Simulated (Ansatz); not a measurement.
# RPA@PBE0/def2-TZVP (core potential) run of SnS (SMILES [S][Sn])

What is the electronic atomisation energy of SnS at RPA@PBE0/def2-TZVP (core potential)? 

Program for the calculation: Ansatz 0.2.0.

37 further runs of the same task are left out: 1 that didn't finish, 36 set aside as unsound or not needed.

## (1) The molecule

The species is SnS (2 atoms), meant as a singlet with charge 0. SMILES: `[S][Sn]`. The bond length is the measured one.

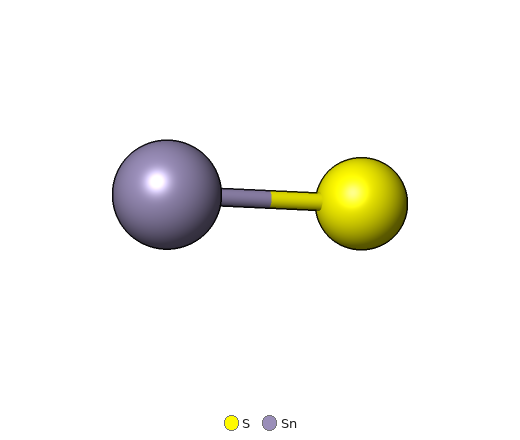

Viewed from a chosen angle; sulfur yellow, tin purple.

## (2) A single-point energy at RPA@PBE0/def2-TZVP (core potential)

File run.yaml:

```yaml
crystal:
  periodic: [false, false, false]
  atoms:
    - symbol: S
      position_ang: [0.000000, 0.000000, 0.000000]
    - symbol: Sn
      position_ang: [0.000000, 0.000000, 2.209026]
basis:
  gaussian:
    orbitals: def2-TZVP
hamiltonian:
  xc: pbe0
correlation:
  method: rpa
  frozen_orbitals: {S: 5, Sn: 4}
accuracy: high
```

Command:

```sh
$ ansatz run run.yaml --threads 1 --pin off --max-ram 3480MiB --events-out events.jsonl --progress --plain --runs-dir runs
```

Log:

```text
Warning: RAYON_NUM_THREADS=1 ignored (pool sized by the plan → 1); use --threads N
Functional definition: PBE0
  name "PBE0"
  parameter a = 0.25
  parameter kappa = 0.804
  parameter beta = 0.06672455060314922
  exchange = (1 - a)*pbe_x(kappa = kappa, mu = beta*pi^2/3) + a*exact_x
  correlation = pbe_c(beta = beta)
1408 factors; integrals over basis functions are off by at most 3.1e-9 eV
mean field evaluation 1: about -16661.3972 eV, gradient 3.1e1 eV
mean field evaluation 2: about -16661.4462 eV, gradient 3.0e1 eV
mean field evaluation 4: about -16664.6063 eV, gradient 4.7e0 eV
mean field evaluation 8: about -16664.6730 eV, gradient 8.0e-1 eV
mean field evaluation 16: about -16664.6743 eV, gradient 7.9e-5 eV
mean field evaluation 32: about -16664.6701 eV, gradient 7.2e-1 eV
mean field -16664.67432901 eV, -612.4154858692 hartree, gradient 5.1e-8 eV, S^2 0.000000; 1 other end points of the search recorded, 0 dependent functions left out
9 core orbitals not correlated: weight in the atoms' cores, before any rotation towards them, 1.000 or more for the frozen orbitals, at most 0.000 for the correlated occupied ones
reference -16624.00819999 eV, -610.9210331921 hartree; 10, 10 occupied and 68, 68 virtual orbitals, 1408 factors
Total energy: -16640.87875430 eV, -611.5410146279 hartree
```

It took 7.8 s on 1 thread of Arm Neoverse V2, shared host; peak memory 0.27 GiB.

## (3) The S atom at the same level

File in.yaml:

```yaml
basis:
  gaussian:
    orbitals: def2-TZVP
crystal:
  periodic: [false, false, false]
  atoms:
    - {symbol: S, position_ang: [0.000000, 0.000000, 0.000000]}
correlation:
  method: rpa
  frozen_orbitals: {S: 5}
magnetization:
  spin_polarized: true
  initial_magnetization: 2
hamiltonian:
  xc: {name: PBE0}
accuracy: high
```

Run the same way, it converges to -397.69963 Eh (log not shown).

## (4) The Sn atom at the same level

File input.yaml:

```yaml
basis:
  gaussian:
    orbitals: def2-TZVP
crystal:
  periodic: [false, false, false]
  atoms:
    - symbol: Sn
      position_ang: [0.000000, 0.000000, 0.000000]
magnetization:
  spin_polarized: true
  initial_magnetization: 2
hamiltonian:
  xc: pbe0
accuracy: high
correlation:
  method: rpa
  frozen_orbitals: {Sn: 4}
```

Run the same way, it converges to -213.67248 Eh (log not shown).

## (5) What came out

Level: RPA@PBE0/def2-TZVP (core potential), 9 core orbitals frozen.

```
                                  quantity          value
                    molecule: total energy  -611.54101 Eh
molecule: RPA correlation energy (valence)     -620.0 mEh
                      S atom: total energy  -397.69963 Eh
  S atom: RPA correlation energy (valence)     -202.6 mEh
 S atom: ⟨S²⟩ of the reference determinant          2.005
                     Sn atom: total energy  -213.67248 Eh
 Sn atom: RPA correlation energy (valence)     -338.9 mEh
Sn atom: ⟨S²⟩ of the reference determinant          2.003
             electronic atomisation energy       4.596 eV
```

What this shows: Taking the molecule apart into free atoms costs 4.60 eV (443 kJ/mol), before zero-point energy and without spin-orbit coupling.
